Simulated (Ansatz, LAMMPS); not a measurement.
# Which site? a vacancy of Al in glassy 70Al2O3-30P2O5 (mol %) (762 atoms)

At which site of glassy 70Al2O3-30P2O5 (mol %) (762 atoms) does a vacancy of Al cost least, and what about the site decides it?

Main program and level: Ansatz 0.2.0; Kohn-Sham DFT, revPBE, PAW (set soft_2), plane waves.

### Step 1. The structure

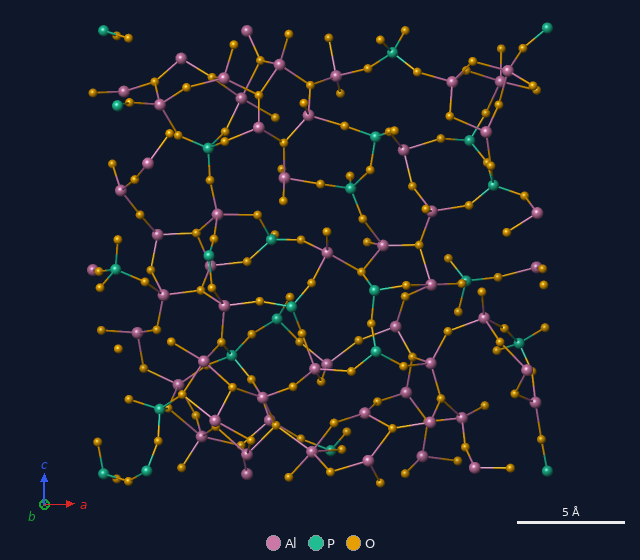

Start, viewed in part; aluminium pink, phosphorus teal, oxygen orange. Drawn is a slice 6 Å thick, seen along the normal of the ac plane. Bonds to atoms that aren't drawn are left out.

The cell holds 762 atoms: 190 Al, 82 P and 490 O. Its edges and angles: a = 20.793 Å, b = 20.793 Å, c = 20.793 Å, α = 90.0°, β = 90.0°, γ = 90.0°. 762 atoms (190 Al, 82 P, 490 O) placed at random at 2.73 g/cm³, melted at 4000 K for 10 ps at fixed volume with the Morse and Coulomb pair potential with partial charges (Pedone, Malavasi, Menziani, Cormack and Segre, J. Phys. Chem. B 110, 11780 (2006)). Quenched from 4000 K to 300 K at 500 K/ps and fixed volume, held 10 ps at zero pressure.

Limits known from the start: The quench rate of 500 K/ps is many orders above laboratory rates, so the cell is likely richer in defects and strain than a real sample. The starting topology of bonds comes from the classical model, and needn't be the one that DFT or experiment would give. The Brillouin zone is sampled at Γ only, in a cell whose shortest periodic width is 21 Å.

### Step 2. Single point at the start

The forces at the start show how far the geometry lies from a minimum of this functional.

input.yaml reads:

```yaml
crystal:
  lattice:
    - [20.79295, 0.0, 0.0]
    - [0.0, 20.79295, 0.0]
    - [0.0, 0.0, 20.79295]
  atoms:
    - { symbol: Al, position: [0.85125, 0.31964, 0.33629] }
    - { symbol: Al, position: [0.50773, 0.47163, 0.50406] }
    - { symbol: Al, position: [0.11416, 0.83568, 0.80058] }
    - { symbol: Al, position: [0.09063, 0.16043, 0.70677] }
    - { symbol: Al, position: [0.04828, 0.86375, 0.53148] }
    - { symbol: Al, position: [0.3467, 0.77967, 0.71276] }
    - { symbol: Al, position: [0.13072, 0.47707, 0.83999] }
    - { symbol: Al, position: [0.62162, 0.30076, 0.92988] }
    - { symbol: Al, position: [0.22973, 0.54764, 0.0843] }
    - { symbol: Al, position: [0.27423, 0.45298, 0.3871] }
    - { symbol: Al, position: [0.74248, 0.48149, 0.42931] }
    - { symbol: Al, position: [0.93755, 0.08425, 0.47553] }
    - { symbol: Al, position: [0.34884, 0.4102, 0.79271] }
    - { symbol: Al, position: [0.1913, 0.35875, 0.84896] }
    - { symbol: Al, position: [0.99723, 0.99988, 0.57185] }
    - { symbol: Al, position: [0.9046, 0.56081, 0.88022] }
    - { symbol: Al, position: [0.41215, 0.48756, 0.67195] }
    - { symbol: Al, position: [0.32758, 0.22086, 0.98792] }
    - { symbol: Al, position: [0.41901, 0.2668, 0.3664] }
    - { symbol: Al, position: [0.902, 0.82222, 0.48207] }
    - { symbol: Al, position: [0.91518, 0.70234, 0.80043] }
    - { symbol: Al, position: [0.05796, 0.59645, 0.85965] }
    - { symbol: Al, position: [0.5686, 0.13025, 0.19729] }
    - { symbol: Al, position: [0.45872, 0.01484, 0.18913] }
    - { symbol: Al, position: [0.73052, 0.59511, 0.03232] }
    - { symbol: Al, position: [0.04519, 0.51288, 0.6436] }
    - { symbol: Al, position: [0.93435, 0.96123, 0.81612] }
    - { symbol: Al, position: [0.26634, 0.12439, 0.26315] }
    - { symbol: Al, position: [0.09792, 0.71755, 0.60318] }
    - { symbol: Al, position: [0.22898, 0.08872, 0.66479] }
    - { symbol: Al, position: [0.75256, 0.70567, 0.48252] }
    - { symbol: Al, position: [0.72469, 0.72246, 0.34954] }
    [... 724 atom lines left out ...]
    - { symbol: O, position: [0.23665, 0.11835, 0.52784] }
    - { symbol: O, position: [0.89998, 0.61817, 0.2679] }
    - { symbol: O, position: [0.07824, 0.63571, 0.78863] }
    - { symbol: O, position: [0.68386, 0.78671, 0.36514] }
    - { symbol: O, position: [0.17373, 0.5049, 0.76805] }
    - { symbol: O, position: [0.40375, 0.40424, 0.62725] }
kpoints:
  mp_grid: { grid: [1, 1, 1] }
hamiltonian:
  xc: revpbe
scf:
  occupations: { method: fixed }
output:
  forces: true
```

Run with:

```sh
$ ansatz run input.yaml --threads 32 --pin off --max-ram 143360MiB --backend cuda --events-out ev --progress --plain --runs-dir out
```

Numbers of over 12 decimals in the logs are rounded to 6 here.

The log of the run:

```text
[...]
Pseudopotentials: kind: paw
Pseudopotential: Al, paw, valence charge 3, recommended cutoff 420 eV (normal), Al.paw.azcp
Pseudopotential: P, paw, valence charge 5, recommended cutoff 420 eV (normal), P.paw.azcp
Pseudopotential: O, paw, valence charge 6, recommended cutoff 420 eV (normal), O.paw.azcp
[... 5 lines on functional and potentials left out ...]
device memory: the entry about to start is reckoned to put 49.9 GiB on a device that reports 182.5 GiB free
GPU FFT provider: cuFFT
GPU libraries: cuBLAS 13.8.1, cuFFT 12.4.0, cuSOLVER 12.3.2
GPU matrix products: emulated (plane waves: as basis.precision tells), large ones in fixed point in workspaces of 1.00 GiB
Crystal: 762 atoms, lattice volume = 8989.765 Å³
Basis set: ecut = 420 eV, 175685 PW (Γ), exchange–correlation on 288×288×288 points (8 copies of the dense FFT grid, shifted against one another)
Bands: 2722, of which v1, the nominal top of the filled ones, is band 1960 counted from 1 (1959 counted from 0)
Symmetry: 1 space group operations
Space group: P1 (ITA 1), of the structure as read, at distance tolerance 2.1e-4 Å
k-points: 1
[... 10 lines on functional and potentials left out ...]
Initial density: superposition of atomic densities (neutral atoms: chi_scale 0, normalization atom), corrected by the library's trained network
Initial wavefunctions: pseudopotential atomic-orbital guess
GPU buffer pool allocated for 2985984 grid points (all kernels)
GPU transforms: local potential and band sums: pruned to the plane-wave sphere, on 144×144×144
GPU projectors: on the FFT box's points about the atoms, with room for 4294202 of them (16 bands a pass); a geometry past the room, sums that fail their trial, or a want of GPU memory keeps the tables, and a block in half precision can take them where they are the faster
[...]
SCF iter   1: F=—  HF=-444027.137994 eV  |F-HF|=—  |Δ(HF+E_count)|=         —  Δρ=4.29e-3  dr2=3.11e0  ethr=1.77e-3  ⟨swp⟩=6.0  Hψ=9281  notcnv=0  defer=759
preconditioner: auto → Resta (q_TF=auto, 2.376 Å⁻¹)  ε∞=3.2  [insulator: Δε(μ)=3.126 eV  Ē_g=16.655 eV  n_scr=2006 (ndim 8)  ℏωp=24.5 eV  f_vac=0.094  ε∞_Penn≈3.2]
SCF iter   2: F=—  HF=-444026.420687 eV  |F-HF|=—  |Δ(HF+E_count)|=   7.17e-1  Δρ=2.25e-3  dr2=6.58e-1  ethr=7.93e-5  ⟨swp⟩=4.0  Hψ=4245  notcnv=0  defer=760
SCF iter   3: F=—  HF=-444026.366222 eV  |F-HF|=—  |Δ(HF+E_count)|=   5.45e-2  Δρ=9.74e-4  dr2=1.61e-1  ethr=1.68e-5  ⟨swp⟩=4.0  Hψ=3484  notcnv=0  defer=644
automatic band count: iteration 3 solves 2606 bands in place of 2722: the levels show a gap, and the empty bands left out lie too high to hold charge; the band table lists the bands solved (type scf.n_extra_bands for more)
SCF iter   4: F=—  HF=-444026.341861 eV  |F-HF|=—  |Δ(HF+E_count)|=   2.44e-2  Δρ=4.12e-4  dr2=1.48e-2  ethr=4.10e-6  ⟨swp⟩=4.0  Hψ=3633  notcnv=0  defer=644
SCF iter   5: F=—  HF=-444026.343996 eV  |F-HF|=—  |Δ(HF+E_count)|=   2.13e-3  Δρ=2.54e-4  dr2=4.89e-3  ethr=3.76e-7  ⟨swp⟩=3.0  Hψ=4737  notcnv=0  defer=644
[...]
SCF iter   9: F=—  HF=-444026.358692 eV  |F-HF|=—  |Δ(HF+E_count)|=   6.93e-6  Δρ=3.64e-6  dr2=1.23e-6  ethr=3.79e-10  ⟨swp⟩=4.0  Hψ=5005  notcnv=0  defer=644
SCF iter  10: F=-444026.358694 eV  HF=-444026.358694 eV  |F-HF|=3.14e-8  |Δ(HF+E_count)|=   1.72e-6  Δρ=2.18e-6  dr2=3.60e-7  ethr=2.55e-11  ⟨swp⟩=5.0  Hψ=6961  notcnv=0
SCF 1 converged in 10 iterations: F = -444026.358694 eV  dr2 = 3.60e-7
[...]
SCF converged after 10 iterations
Free energy (F): -444026.358694 eV
Harris-Foulkes:  -444026.358694 eV  (|F-HF|=3.14e-8)
Internal energy: -444026.358694 eV  (E = F + TS)
E sigma→0 (E₀):  -444026.358694 eV
Fermi energy:    5.605553 eV
--- Per-component energies (eV) ---
[...]
Σ components = -444026.358694   (vs F -444026.358694, Δ=0.00e0)
--- Forces (eV/Å), atoms counted from 1 ---
[... 762 lines of forces left out ...]
  max |Σ_I F_I| component: 1.76e-4 eV/Å
```

The job ended after 6.3 s (1 × NVIDIA GB200 with 32 threads of Arm Neoverse V2, shared host; peak memory 2.4 GiB; 21 s of CPU time).

Reading the cycles: dr2 is the Hartree energy of the density residual (eV), the measure of convergence; HF is the Harris–Foulkes estimate of the energy, which meets the free energy F at convergence.

That memory is the host's; the program planned 49.9 GiB on the GPU.

The r.m.s. force at the start is 1.2 eV/Å.

### Step 3. Relaxation

The atoms are relaxed in the fixed cell, aiming at the force tolerance of the input.

input.yaml reads:

```yaml
crystal:
  lattice:
    - [20.79295, 0.0, 0.0]
    - [0.0, 20.79295, 0.0]
    - [0.0, 0.0, 20.79295]
  atoms:
    [... the 762 atom lines of step 2 ...]
kpoints:
  mp_grid: { grid: [1, 1, 1] }
hamiltonian:
  xc: revpbe
scf:
  occupations: { method: fixed }
output:
  forces: true
relax:
  f_tol: 0.05
  max_steps: 120
```

The log of the run:

```text
[...]
Crystal: 762 atoms, lattice volume = 8989.765 Å³
Basis set: ecut = 420 eV, 175685 PW (Γ), exchange–correlation on 288×288×288 points (8 copies of the dense FFT grid, shifted against one another)
Bands: 2722, of which v1, the nominal top of the filled ones, is band 1960 counted from 1 (1959 counted from 0)
Symmetry: 1 space group operations
[...]
k-points: 1
[...]
SCF iter   1: F=—  HF=-444027.137973 eV  |F-HF|=—  |Δ(HF+E_count)|=         —  Δρ=4.29e-3  dr2=3.11e0  ethr=1.77e-3  ⟨swp⟩=6.0  Hψ=9281  notcnv=0  defer=759
[...]
SCF iter   4: F=—  HF=-444026.341861 eV  |F-HF|=—  |Δ(HF+E_count)|=   2.44e-2  Δρ=4.12e-4  dr2=1.48e-2  ethr=4.10e-6  ⟨swp⟩=4.0  Hψ=3633  notcnv=0  defer=644
[...]
SCF iter   8: F=-444026.358686 eV  HF=-444026.358686 eV  |F-HF|=2.66e-7  |Δ(HF+E_count)|=   4.22e-5  Δρ=1.39e-5  dr2=1.49e-5  ethr=1.45e-9  ⟨swp⟩=6.0  Hψ=7575  notcnv=0
SCF 1 converged in 8 iterations: F = -444026.358686 eV  dr2 = 1.49e-5
[...]
relax step   1: F+E_penalty+E_count = -444026.35868577 eV  Δ(F+E_penalty+E_count) = +0.000e0 eV  max|allowed force component| = 5.363e0 eV/Å  Δτ_max = 0.0000 Å  (8 SCF iters, dr2 threshold 6.25e-5 eV, accepted)
[... from here on, the SCF cycles and remarks between the steps are left out ...]
relax step   7: F+E_penalty+E_count = -444092.05921032 eV  Δ(F+E_penalty+E_count) = -1.106e0 eV  max|allowed force component| = 2.174e-1 eV/Å  Δτ_max = 0.2000 Å  (8 SCF iters, dr2 threshold 2.30e-5 eV, accepted)
relax step  13: F+E_penalty+E_count = -444093.00483572 eV  Δ(F+E_penalty+E_count) = -3.598e-2 eV  max|allowed force component| = 2.251e-1 eV/Å  Δτ_max = 0.0182 Å  (5 SCF iters, dr2 threshold 7.07e-5 eV, accepted)
relax step  19: F+E_penalty+E_count = -444093.34467779 eV  Δ(F+E_penalty+E_count) = -4.008e-2 eV  max|allowed force component| = 4.705e-1 eV/Å  Δτ_max = 0.0622 Å  (6 SCF iters, dr2 threshold 9.11e-5 eV, accepted)
relax step  25: F+E_penalty+E_count = -444093.70644488 eV  Δ(F+E_penalty+E_count) = -5.772e-2 eV  max|allowed force component| = 1.884e-1 eV/Å  Δτ_max = 0.0303 Å  (5 SCF iters, dr2 threshold 8.88e-5 eV, accepted)
relax step  31: F+E_penalty+E_count = -444093.82257069 eV  Δ(F+E_penalty+E_count) = -1.259e-2 eV  max|allowed force component| = 1.464e-1 eV/Å  Δτ_max = 0.0239 Å  (6 SCF iters, dr2 threshold 1.13e-5 eV, accepted)
relax step  37: F+E_penalty+E_count = -444093.90100165 eV  Δ(F+E_penalty+E_count) = -1.371e-2 eV  max|allowed force component| = 1.872e-1 eV/Å  Δτ_max = 0.0471 Å  (5 SCF iters, dr2 threshold 3.08e-5 eV, accepted)
relax step  43: F+E_penalty+E_count = -444093.98425247 eV  Δ(F+E_penalty+E_count) = -1.053e-2 eV  max|allowed force component| = 1.477e-1 eV/Å  Δτ_max = 0.0516 Å  (5 SCF iters, dr2 threshold 2.39e-5 eV, accepted)
relax step  44: F+E_penalty+E_count = -444093.99327338 eV  Δ(F+E_penalty+E_count) = -9.021e-3 eV  max|allowed force component| = 1.116e-1 eV/Å  Δτ_max = 0.0531 Å  (5 SCF iters, dr2 threshold 1.62e-5 eV, accepted)
relax step  45: F+E_penalty+E_count = -444094.00160091 eV  Δ(F+E_penalty+E_count) = -8.328e-3 eV  max|allowed force component| = 9.859e-2 eV/Å  Δτ_max = 0.0307 Å  (5 SCF iters, dr2 threshold 7.12e-6 eV, accepted)
relax step  46: F+E_penalty+E_count = -444094.00843007 eV  Δ(F+E_penalty+E_count) = -6.829e-3 eV  max|allowed force component| = 1.188e-1 eV/Å  Δτ_max = 0.0341 Å  (5 SCF iters, dr2 threshold 5.55e-6 eV, accepted)
relax step  47: F+E_penalty+E_count = -444094.01240983 eV  Δ(F+E_penalty+E_count) = -3.980e-3 eV  max|allowed force component| = 1.106e-1 eV/Å  Δτ_max = 0.0175 Å  (5 SCF iters, dr2 threshold 1.10e-5 eV, accepted)
relax step  48: F+E_penalty+E_count = -444094.01531215 eV  Δ(F+E_penalty+E_count) = -2.902e-3 eV  max|allowed force component| = 3.777e-2 eV/Å  Δτ_max = 0.0091 Å  (4 SCF iters, dr2 threshold 1.06e-5 eV, accepted)
relax step  49: F+E_penalty+E_count = -444094.01531368 eV  Δ(F+E_penalty+E_count) = -1.527e-6 eV  max|allowed force component| = 3.775e-2 eV/Å  Δτ_max = 0.0000 Å  (5 SCF iters, accepted)
SCF converged after 5 iterations
Free energy (F): -444094.015314 eV
[...]
Internal energy: -444094.015314 eV  (E = F + TS)
E sigma→0 (E₀):  -444094.015314 eV
Fermi energy:    5.135889 eV
[...]
Σ components = -444094.015314   (vs F -444094.015314, Δ=0.00e0)
--- Forces (eV/Å), atoms counted from 1 ---
[... 762 lines of forces left out ...]
  max |Σ_I F_I| component: 6.64e-5 eV/Å
--- Relaxed structure (49 steps of the walk, 47 accepted, 0 SCFs on fresh bases) ---
  F+E_penalty+E_count = -444094.01531368 eV   max|allowed force component| = 3.775e-2 eV/Å
  atoms:
[... 762 atom lines left out ...]
```

Elapsed: 4.2 min, on 1 × NVIDIA GB200 with 32 threads; peak memory 2.4 GiB; 16 min of CPU time.

The relaxation converged after 49 steps, 67.7 eV below its start, with a largest force component of 0.038 eV/Å.

### Step 4. Single point at the relaxed geometry

One more single point at the end of the walk gives the fuller output and checks the residual forces.

input.yaml reads:

```yaml
crystal:
  lattice:
    - [20.79295, 0.0, 0.0]
    - [0.0, 20.79295, 0.0]
    - [0.0, 0.0, 20.79295]
  atoms:
    - { symbol: Al, position: [0.85396, 0.32232, 0.34823] }
    - { symbol: Al, position: [0.50513, 0.46991, 0.5086] }
    - { symbol: Al, position: [0.10609, 0.82884, 0.8056] }
    - { symbol: Al, position: [0.07124, 0.16588, 0.7096] }
    - { symbol: Al, position: [0.0402, 0.8443, 0.51448] }
    - { symbol: Al, position: [0.36047, 0.77595, 0.72534] }
    [... 750 atom lines left out ...]
    - { symbol: O, position: [0.23894, 0.12123, 0.52774] }
    - { symbol: O, position: [0.89638, 0.62151, 0.27074] }
    - { symbol: O, position: [0.07024, 0.64421, 0.78682] }
    - { symbol: O, position: [0.69655, 0.80357, 0.36058] }
    - { symbol: O, position: [0.17049, 0.51492, 0.76488] }
    - { symbol: O, position: [0.39793, 0.42127, 0.62509] }
kpoints:
  mp_grid: { grid: [1, 1, 1] }
hamiltonian:
  xc: revpbe
scf:
  occupations: { method: fixed }
output:
  forces: true
  stress: true
  populations: true
  dos:
    method: { smearing: { sigma: 0.15 } }
    de: 0.1
    projected: { site_lists: { Al: [Al], O: [O], P: [P] } }
  eigenvalues: true
  write_density: true
  write_potential: true
  volumetric_format: npy
  elf: true
```

The log of the run:

```text
[...]
GPU FFT provider: cuFFT
GPU libraries: cuBLAS 13.8.1, cuFFT 12.4.0, cuSOLVER 12.3.2
[...]
Crystal: 762 atoms, lattice volume = 8989.765 Å³
Basis set: ecut = 420 eV, 175685 PW (Γ), exchange–correlation on 288×288×288 points (8 copies of the dense FFT grid, shifted against one another)
Bands: 2722, of which v1, the nominal top of the filled ones, is band 1960 counted from 1 (1959 counted from 0)
Symmetry: 1 space group operations
[...]
k-points: 1
[...]
GPU buffer pool allocated for 2985984 grid points (all kernels)
[...]
SCF iter   1: F=—  HF=-444094.395610 eV  |F-HF|=—  |Δ(HF+E_count)|=         —  Δρ=3.92e-3  dr2=1.91e0  ethr=1.77e-3  ⟨swp⟩=6.0  Hψ=10610  notcnv=0  defer=759
[...]
SCF iter  11: F=-444094.015206 eV  HF=-444094.015206 eV  |F-HF|=5.65e-9  |Δ(HF+E_count)|=   2.62e-9  Δρ=7.17e-7  dr2=3.27e-8  ethr=2.55e-12  ⟨swp⟩=29.0  Hψ=30537  notcnv=0
SCF 1 converged in 11 iterations: F = -444094.015206 eV  dr2 = 3.27e-8
[...]
SCF converged after 11 iterations
Free energy (F): -444094.015206 eV
[...]
Internal energy: -444094.015206 eV  (E = F + TS)
E sigma→0 (E₀):  -444094.015206 eV
Fermi energy:    5.135633 eV
[...]
--- Forces (eV/Å), atoms counted from 1 ---
[... 762 lines of forces left out ...]
  max |Σ_I F_I| component: 1.40e-4 eV/Å
--- Stress (GPa, compression-positive) ---
        3.541571       0.508651       0.326145
        0.508654       4.139230       0.641881
        0.326144       0.641885       3.870818
  P = ⅓ Tr σ = 3.8505 GPa (38.505 kbar)
--- Band table (eV) ---
[... left out ...]
--- Löwdin populations: 762 sites ---
  site symbol       q [e]
[... 762 lines, one an atom, left out ...]
  spilling = 0.012438 (of n_electrons = 3920.000000)
```

It took 16 s on 1 × NVIDIA GB200 with 32 threads; peak memory 5.9 GiB; 55 s of CPU time.

That memory is the host's; the program planned 50.7 GiB on the GPU.

The run gave:

- free energy: -444094.0152 eV
- free energy per atom: -582.8005 eV/atom
- SCF cycles: 11
- pressure: 3.851 GPa
- r.m.s. force component: 0.00605 eV/Å
- longest force: 0.03986 eV/Å
- Fermi energy: 5.136 eV
- gap (highest filled to lowest empty level): 3.227 eV
- spilling of the projection: 0.01244

Löwdin charges by element and coordination (they lack the spilled electrons, 0.064 e an atom on average):

| element | coordination | atoms | mean charge (e) | spread | least | most |
| --- | --- | --- | --- | --- | --- | --- |
| Al | all | 190 | 1.37 | 0.034 | 1.29 | 1.46 |
| Al | 4 | 108 | 1.39 | 0.0261 | 1.32 | 1.46 |
| Al | 5 | 70 | 1.36 | 0.0193 | 1.31 | 1.41 |
| Al | 6 | 12 | 1.30 | 0.0108 | 1.29 | 1.32 |
| O | all | 490 | -0.804 | 0.0495 | -0.928 | -0.690 |
| O | 1 | 2 | -0.810 | 0.03 | -0.841 | -0.780 |
| O | 2 | 299 | -0.789 | 0.0471 | -0.928 | -0.690 |
| O | 3 | 174 | -0.829 | 0.045 | -0.879 | -0.733 |
| O | 4 | 15 | -0.818 | 0.0115 | -0.846 | -0.801 |
| P | all | 82 | 2.22 | 0.0229 | 2.14 | 2.27 |

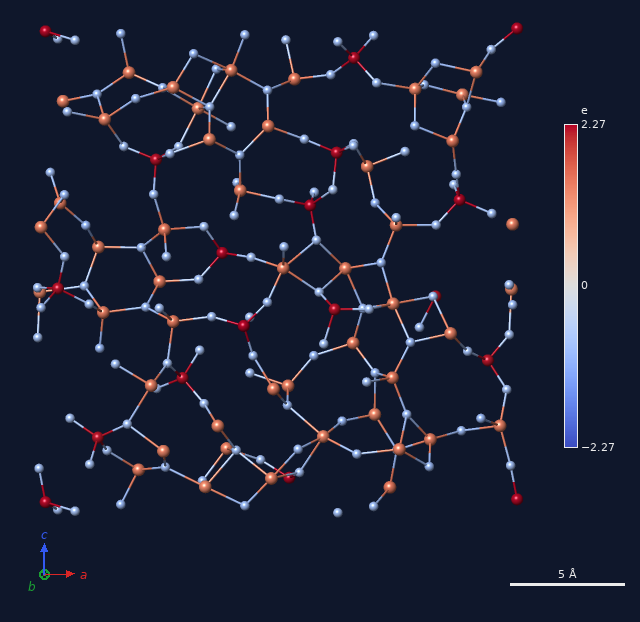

Atoms coloured by Löwdin charge. Drawn is a slice 4 Å thick, seen along the normal of the ac plane. Bonds to atoms that aren't drawn are left out.

States in the cell by windows of 1 eV, zero at the Fermi level; some projections on atomic orbitals stand beside the total:

| from (eV) | to (eV) | total | O p | Al p | O s |
| --- | --- | --- | --- | --- | --- |
| -18 | -17 | 97.0 | 0.7 | 13.0 | 79.1 |
| -17 | -16 | 58.9 | 0.5 | 8.1 | 47.0 |
| -16 | -15 | 5.2 | 0.1 | 0.7 | 4.1 |
| -15 | -14 | 0.0 | 0.0 | 0.0 | 0.0 |
| -14 | -13 | 1.0 | 0.6 | 0.0 | 0.1 |
| -13 | -12 | 6.5 | 3.8 | 0.1 | 0.8 |
| -12 | -11 | 28.5 | 16.9 | 0.6 | 3.6 |
| -11 | -10 | 39.8 | 24.4 | 1.6 | 5.3 |
| -10 | -9 | 91.6 | 56.8 | 4.0 | 12.6 |
| -9 | -8 | 123.7 | 87.5 | 4.7 | 5.3 |
| -8 | -7 | 230.6 | 166.9 | 11.8 | 9.5 |
| -7 | -6 | 248.4 | 186.7 | 17.0 | 11.2 |
| -6 | -5 | 303.9 | 247.5 | 24.5 | 9.8 |
| -5 | -4 | 434.1 | 376.2 | 26.2 | 9.6 |
| -4 | -3 | 515.0 | 470.3 | 18.5 | 6.7 |
| -3 | -2 | 510.1 | 482.3 | 10.4 | 4.4 |
| -2 | -1 | 322.6 | 308.4 | 6.0 | 2.6 |
| -1 | 0 | 83.0 | 78.6 | 2.3 | 0.6 |
| 0 | 1 | 1.5 | 1.4 | 0.0 | 0.0 |
| 1 | 2 | 0.0 | 0.0 | 0.0 | 0.0 |
| 2 | 3 | 0.1 | 0.0 | 0.0 | 0.0 |
| 3 | 4 | 11.7 | 1.0 | 1.9 | 2.8 |
| 4 | 5 | 40.5 | 4.7 | 9.5 | 8.8 |

With fixed occupations the program's Fermi level is the highest filled level; weight inside the gap is the broadening of levels at its edges.

Between -25 and -18 eV lie 819 more states.

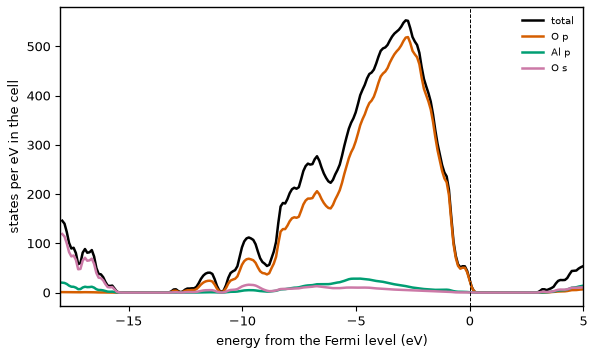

Total and projected density of states, with the broadening of the input.

Not all projections were asked for or kept, so they needn't add up to the total.

The levels nearest the highest filled one (over half full), pooled over k-points and spins:

| level less the highest filled one (eV) | occupation |
| --- | --- |
| -0.212 | 2 |
| -0.177 | 2 |
| -0.158 | 2 |
| -0.113 | 2 |
| -0.0438 | 2 |
| 0 | 2 |
| 3.23 | 0 |
| 3.55 | 0 |
| 3.78 | 0 |
| 3.84 | 0 |
| 3.93 | 0 |
| 4.03 | 0 |

The highest filled and lowest empty levels differ by 3.23 eV (at Γ alone); a semilocal functional tends to put such gaps too low. In a disordered cell it changes from sample to sample, and tail or defect levels can set it. Mean Löwdin charges: Al +1.37, O -0.80, P +2.22 e (they miss 1.2 % of the electrons, so they add up to more than the cell's charge).

(Part 1 of 2 ends here.)

[Logs are printed without paths, hosts, clocks, repeated set-up lines and the standing remarks that a program may print on its own settings, such as how far it seeks lower states.]

[Hosts, paths, dates, database ids (printed as entryN), source tags and the programs' standing remarks are cut or masked in the printed files.]
